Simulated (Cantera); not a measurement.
Input: 1 mol SiH2Cl2, 0.027 mol Cl2, 7.6 mol H2, equilibrated at 69.0 mbar.

Method: chemical equilibrium by Gibbs-energy minimisation in Cantera with the NASA 1993 tables (ideal gas, pure condensed phases). Candidate condensed phases: Si; 19 gas species. The tables' values for SiCl3, SiCl are old estimates; treat these amounts as uncertain. Gases not in the tables: Si2H6 and higher silanes. Kinetics and transport are ignored.

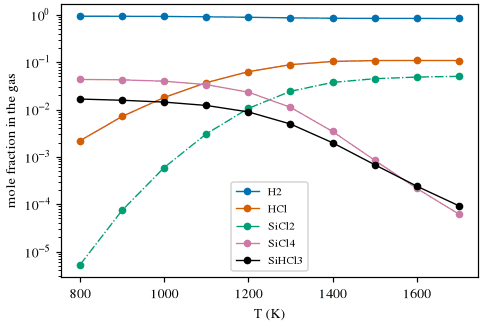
*Equilibrium gas composition (values under 1e-9 drawn at 1e-9)*

From 800 K to 1600 K the condensed part is Si(s). At 1700 K the condensed part is Si(l). The main Si-bearing gas is SiCl4 at 800 K and SiCl2 at 1700 K. The share of Si in condensed phases is highest at 1300 K (55.2 %) and lowest at 800 K (45.1 %).
